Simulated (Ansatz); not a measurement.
# GeNH2+ (quintet): one geometry, many settings

What do other methods and options give for GeNH2+ (quintet) at this geometry, and how long do they take?

The runs use Ansatz 0.2.0, Gaussian basis; the settings change from run to run.

21 further runs of the same task are left out: 1 for a known fault of the program, 7 that didn't finish, 13 set aside as unsound or not needed.

## (1) The system

The geometry is a PBE0/def2-TZVP stationary point (not a proven minimum) of the parent state, kept for this charge and spin. No spin-orbit coupling is included. The filled d shell of Ge may be among the frozen orbitals whatever the setting's name suggests; the logs give the count.

4 atoms, charge 1, spin multiplicity 5.

Atoms are counted from 1 here; the program's logs count them from 0.

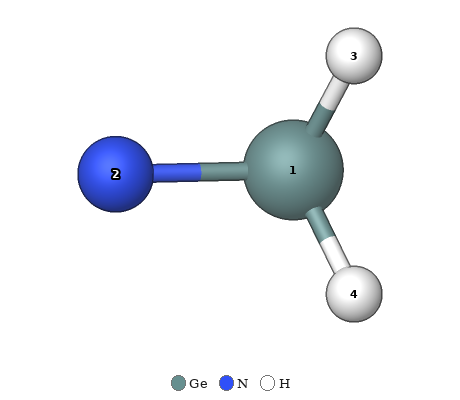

The geometry (germanium teal, nitrogen blue, hydrogen white); atoms are numbered from 1 in the order of the file.

## (2) CCSD on UHF/def2-SVPD

in.yaml reads:

```yaml
crystal:
  periodic: [false, false, false]
  atoms:
    - {symbol: Ge, position_ang: [-0.034571, 0.000000, 0.295847]}
    - {symbol: N, position_ang: [0.072436, 0.000001, -1.645848]}
    - {symbol: H, position_ang: [0.742421, -1.258240, 0.775123]}
    - {symbol: H, position_ang: [0.742420, 1.258240, 0.775124]}
basis:
  gaussian: {orbitals: def2-SVPD}
total_charge: 1
magnetization: {spin_polarized: true, initial_magnetization: 4}
correlation: {method: ccsd, electrons: outside_noble_gas}
scf: {lower_state_search: off}
```

Started as:

```sh
ansatz run in.yaml --threads 1 --pin off --events-out ev --progress --plain --max-ram 2393MiB
```

Output, shortened:

```text
Functional definition: HF
  name "HF"
  cite "Fock, Z. Phys. 61, 126 (1930) doi:10.1007/BF01340294"
  parent pbe
[...]
721 factors; integrals over basis functions are off by at most 1.3e-3 eV
[...]
mean field -57966.54621030 eV, -2130.2312820921 hartree, gradient 3.5e-6 eV, S^2 6.015482; 0 other end points of the search recorded, 0 dependent functions left out
15 core orbitals not correlated: weight in the atoms' cores, before any rotation towards them, 0.996 or more for the frozen orbitals, at most 0.003 for the correlated occupied ones
reference -57966.54621030 eV, -2130.2312820921 hartree; 7, 3 occupied and 52, 56 virtual orbitals, 721 factors
second order -3.88664890 eV of doubles, -0.00000000 eV of singles
cycle   1  -4.57282685 eV  change   -6.9e-1 eV  update   6.4e-2
[...]
cycle  12  -4.88448490 eV  change   -7.2e-7 eV  update   5.0e-6
Total energy: -57971.43069520 eV, -2130.4107836014 hartree
Checks for a lower state left out: stability, starts, cluster_reference, orbital_swaps, neighbouring_geometries, increment
```

Run time: 5.5 s. Hardware: 1 thread of Intel Xeon at 2.50GHz, shared host.

From the report: ⟨S²⟩ of the determinant 6.015 (pure quintet: 6.00); correlation -4.8845 eV; T1 0.023; largest double amplitude 0.03.

## (3) HF/cc-pVDZ

in.yaml: that of step 2 with these lines changed.

```diff
@@ -8,6 +8,6 @@
 basis:
-  gaussian: {orbitals: def2-SVPD}
+  gaussian: {orbitals: cc-pVDZ}
 total_charge: 1
 magnetization: {spin_polarized: true, initial_magnetization: 4}
-correlation: {method: ccsd, electrons: outside_noble_gas}
-scf: {lower_state_search: off}
+hamiltonian: {xc: hf}
+output: {forces: true, orbitals: {seedname: orbitals}}
```

The command is unchanged.

Output, shortened:

```text
Functional definition: HF
  name "HF"
  cite "Fock, Z. Phys. 61, 126 (1930) doi:10.1007/BF01340294"
  parent pbe
[...]
549 factors; integrals over basis functions are off by at most 9.3e-4 eV
[...]
mean field -57974.19749088 eV, -2130.5124614672 hartree, gradient 2.3e-5 eV, S^2 6.013933; 0 other end points of the search recorded, 0 dependent functions left out
[...]
reference -57974.19749088 eV, -2130.5124614672 hartree; 22, 18 occupied and 29, 33 virtual orbitals, 549 factors
Total energy: -57974.19749088 eV, -2130.5124614672 hartree
Atom 0 at    -0.034571     0.000000     0.295847 Å, force    -0.059604    -0.000002     4.951107 eV/Å
Atom 1 at     0.072436     0.000001    -1.645848 Å, force     0.637488     0.000002    -3.480966 eV/Å
Atom 2 at     0.742421    -1.258240     0.775123 Å, force    -0.288942     0.002790    -0.735070 eV/Å
Atom 3 at     0.742420     1.258240     0.775124 Å, force    -0.288942    -0.002789    -0.735070 eV/Å
Dipole moment:     0.057533     0.000000    -0.371317 e Å
```

Run time: 2.6 s. Hardware: 1 thread of Intel Xeon at 2.50GHz, shared host.

From the report: ⟨S²⟩ of the determinant 6.014 (pure quintet: 6.00).

## (4) CCSD(T) on ROHF/cc-pVDZ

in.yaml: that of step 3 with these lines changed.

```diff
@@ -8,6 +8,6 @@
 basis:
-  gaussian: {orbitals: cc-pVDZ}
+  gaussian: {orbitals: cc-pVDZ, fitting: {mean_field: def2-universal-jkfit}}
 total_charge: 1
-magnetization: {spin_polarized: true, initial_magnetization: 4}
-hamiltonian: {xc: hf}
-output: {forces: true, orbitals: {seedname: orbitals}}
+magnetization: {spin_polarized: false, initial_magnetization: 4}
+correlation: {method: ccsd_t, electrons: outside_noble_gas}
+output: {forces: true}
```

The command is unchanged.

Output, shortened:

```text
Functional definition: HF
  name "HF"
  cite "Fock, Z. Phys. 61, 126 (1930) doi:10.1007/BF01340294"
  parent pbe
[...]
379 factors; integrals over basis functions are off by at most 3.8e-1 eV
[...]
mean field -57974.05012190 eV, -2130.5070457571 hartree, gradient 2.5e-6 eV, S^2 6.000000; 2 other end points of the search recorded, 0 dependent functions left out
[...]
determinant -57974.05012190 eV, -2130.5070457571 hartree, with singles and doubles -57978.90627164 eV, -2130.6855059685 hartree
determinant -57970.95350676 eV, -2130.3932472498 hartree, with singles and doubles -57976.67532783 eV, -2130.6035202959 hartree
15 core orbitals not correlated: weight in the atoms' cores, before any rotation towards them, 0.996 or more for the frozen orbitals, at most 0.003 for the correlated occupied ones
reference -57974.05012190 eV, -2130.5070457571 hartree; 7, 3 occupied and 29, 33 virtual orbitals, 379 factors
second order -3.75122059 eV of doubles, -0.08399264 eV of singles
cycle   1  -4.85594798 eV  change    2.0e-4 eV  update   9.2e-4
[...]
cycle   8  -4.85656293 eV  change    5.2e-6 eV  update   1.9e-6
perturbative correction -0.09615205 eV, -0.0035335225 hartree
[...]
Total energy: -57979.00283687 eV, -2130.6890546755 hartree
Atom 0 at    -0.034571     0.000000     0.295847 Å, force    -0.520522    -0.000002     4.419347 eV/Å
Atom 1 at     0.072436     0.000001    -1.645848 Å, force     0.618652     0.000002    -3.262058 eV/Å
Atom 2 at     0.742421    -1.258240     0.775123 Å, force    -0.049065    -0.303220    -0.578644 eV/Å
Atom 3 at     0.742420     1.258240     0.775124 Å, force    -0.049065     0.303220    -0.578644 eV/Å
Dipole moment:     0.082143     0.000000    -0.292966 e Å
```

Wall time 12 s (1 thread of Intel Xeon at 2.50GHz, shared host).

From the report: correlation -4.9527 eV; T1 0.029; largest double amplitude 0.04.

## (5) CASSCF(8,6)/cc-pVDZ

in.yaml: that of step 4 with these lines changed.

```diff
@@ -8,6 +8,6 @@
 basis:
-  gaussian: {orbitals: cc-pVDZ, fitting: {mean_field: def2-universal-jkfit}}
+  gaussian: {orbitals: cc-pVDZ}
 total_charge: 1
 magnetization: {spin_polarized: false, initial_magnetization: 4}
-correlation: {method: ccsd_t, electrons: outside_noble_gas}
+correlation: {active_space: {window: {electrons: 8, orbitals: 6}}}
 output: {forces: true}
```

Same command.

Output, shortened:

```text
Functional definition: HF
  name "HF"
  cite "Fock, Z. Phys. 61, 126 (1930) doi:10.1007/BF01340294"
  parent pbe
[...]
549 factors; integrals over basis functions are off by at most 9.3e-4 eV
[...]
mean field -57974.05167472 eV, -2130.5071028222 hartree, gradient 3.1e-6 eV, S^2 6.000000; 1 other end points of the search recorded, 0 dependent functions left out
reference -57974.05167472 eV, -2130.5071028222 hartree; 22, 18 occupied and 29, 33 virtual orbitals, 549 factors
state -57974.05577975 eV, -2130.5072536794 hartree
[...]
Total energy: -57974.05577975 eV, -2130.5072536794 hartree
Atom 0 at    -0.034571     0.000000     0.295847 Å, force     0.084792    -0.000002     5.059036 eV/Å
Atom 1 at     0.072436     0.000001    -1.645848 Å, force     0.625145     0.000002    -3.547441 eV/Å
Atom 2 at     0.742421    -1.258240     0.775123 Å, force    -0.354969     0.064707    -0.755797 eV/Å
Atom 3 at     0.742420     1.258240     0.775124 Å, force    -0.354969    -0.064707    -0.755797 eV/Å
Dipole moment:     0.050444     0.000000    -0.391103 e Å
```

Wall time 7.5 s (1 thread of Intel Xeon at 2.50GHz, shared host).

From the report: 15 determinants; active occupations 2.00, 2.00, 1.00, 1.00, 1.00, 1.00.

## (6) CASSCF(4,5)/cc-pVDZ

in.yaml: that of step 5 with these lines changed.

```diff
@@ -11,3 +11,3 @@
 magnetization: {spin_polarized: false, initial_magnetization: 4}
-correlation: {active_space: {window: {electrons: 8, orbitals: 6}}}
-output: {forces: true}
+correlation: {active_space: {window: {electrons: 4, orbitals: 5}, states: [{multiplicity: 5, weights: [1, 0.5]}]}}
+accuracy: high
```

Launched as before.

Output:

```text
Functional definition: HF
  name "HF"
  cite "Fock, Z. Phys. 61, 126 (1930) doi:10.1007/BF01340294"
  parent pbe
  exchange = exact_x
  correlation = 0
1082 factors; integrals over basis functions are off by at most 4.4e-9 eV
mean field evaluation 1: about -57970.3283 eV, gradient 1.6e1 eV
mean field evaluation 2: about -57970.3375 eV, gradient 1.6e1 eV
mean field evaluation 4: about -57973.7130 eV, gradient 4.6e0 eV
mean field evaluation 8: about -57974.0494 eV, gradient 3.4e-1 eV
mean field evaluation 16: about -57965.9175 eV, gradient 9.6e0 eV
mean field -57974.05183399 eV, -2130.5071086756 hartree, gradient 2.7e-8 eV, S^2 6.000000; 1 other end points of the search recorded, 0 dependent functions left out
reference -57974.05183399 eV, -2130.5071086756 hartree; 22, 18 occupied and 29, 33 virtual orbitals, 1082 factors
state -57974.00779455 eV, -2130.5054902560 hartree
state -57968.66347624 eV, -2130.3090901805 hartree
Total energy: -57972.22635512 eV, -2130.4400235642 hartree
```

Wall time 7.5 s (1 thread of Intel Xeon at 2.50GHz, shared host).

From the report: 5 determinants; active occupations (of the averaged states) 1.00, 1.00, 1.00, 0.67, 0.33.

## (7) CCSD on ROHF/def2-SVPD

in.yaml: that of step 6 with these lines changed.

```diff
@@ -8,6 +8,6 @@
 basis:
-  gaussian: {orbitals: cc-pVDZ}
+  gaussian: {orbitals: def2-SVPD}
 total_charge: 1
 magnetization: {spin_polarized: false, initial_magnetization: 4}
-correlation: {active_space: {window: {electrons: 4, orbitals: 5}, states: [{multiplicity: 5, weights: [1, 0.5]}]}}
-accuracy: high
+correlation: {method: ccsd, electrons: outside_noble_gas}
+output: {forces: true}
```

Launched as before.

Output, shortened:

```text
Functional definition: HF
  name "HF"
  cite "Fock, Z. Phys. 61, 126 (1930) doi:10.1007/BF01340294"
  parent pbe
[...]
721 factors; integrals over basis functions are off by at most 1.3e-3 eV
[...]
mean field -57966.38962667 eV, -2130.2255277499 hartree, gradient 9.9e-7 eV, S^2 6.000000; 2 other end points of the search recorded, 0 dependent functions left out
[...]
determinant -57966.38962667 eV, -2130.2255277499 hartree, with singles and doubles -57971.39572479 eV, -2130.4094984628 hartree
determinant -57963.32750642 eV, -2130.1129969066 hartree, with singles and doubles -57969.26269799 eV, -2130.3311111736 hartree
15 core orbitals not correlated: weight in the atoms' cores, before any rotation towards them, 0.996 or more for the frozen orbitals, at most 0.003 for the correlated occupied ones
reference -57966.38962667 eV, -2130.2255277499 hartree; 7, 3 occupied and 52, 56 virtual orbitals, 721 factors
second order -3.91460672 eV of doubles, -0.08926800 eV of singles
cycle   1  -5.00216757 eV  change   -2.4e-1 eV  update   2.0e-2
[...]
cycle  11  -5.03061225 eV  change    2.3e-6 eV  update   2.7e-6
[...]
Total energy: -57971.42023892 eV, -2130.4103993404 hartree
Atom 0 at    -0.034571     0.000000     0.295847 Å, force    -0.413878    -0.000002     4.356163 eV/Å
Atom 1 at     0.072436     0.000001    -1.645848 Å, force     0.607634     0.000002    -3.152310 eV/Å
Atom 2 at     0.742421    -1.258240     0.775123 Å, force    -0.096878    -0.230601    -0.601926 eV/Å
Atom 3 at     0.742420     1.258240     0.775124 Å, force    -0.096878     0.230601    -0.601926 eV/Å
Dipole moment:     0.075782     0.000000    -0.316496 e Å
```

It took 30 s on 1 thread of Intel Xeon at 2.50GHz, shared host; peak memory 0.3 GiB.

From the report: correlation -5.0306 eV; T1 0.031; largest double amplitude 0.03.

## (8) All runs side by side

Where basis and cores are those of an earlier UCCSDT(Q)/cc-pVDZ run (-57979.0431 eV), and the state is the same kind, the miss against it is given.

| level | correlated | functions | energy (eV) | from UCCSDT(Q) (meV) | time |
| --- | --- | --- | --- | --- | --- |
| CCSD on UHF/def2-SVPD | outside noble gas | 74 | -57971.4307 |  | 5.5 s |
| HF/cc-pVDZ |  | 51 | -57974.1975 | 4845.6 | 2.6 s |
| CCSD(T) on ROHF/cc-pVDZ | outside noble gas | 51 | -57979.0028 | 40.3 | 12 s |
| CASSCF(8,6)/cc-pVDZ |  | 51 | -57974.0558 | 4987.4 | 7.5 s |
| CASSCF(4,5)/cc-pVDZ (mean of several states) |  | 51 | -57972.2264 |  | 7.5 s |
| CCSD on ROHF/def2-SVPD | outside noble gas | 74 | -57971.4202 |  | 30 s |

## (9) What came out

| quantity | value |
| --- | --- |
| runs | 6 |
| quickest | HF/cc-pVDZ, 2.6 s |
| slowest | CCSD on ROHF/def2-SVPD, 30 s |

In words: Total energies in different bases, with other cores or another treatment of relativity can't be set against each other. CCSD on ROHF/def2-SVPD took 11 times as long as HF/cc-pVDZ; the jobs differ in more than the method. Hartree-Fock, CASSCF and CASCI lack dynamic correlation by design.
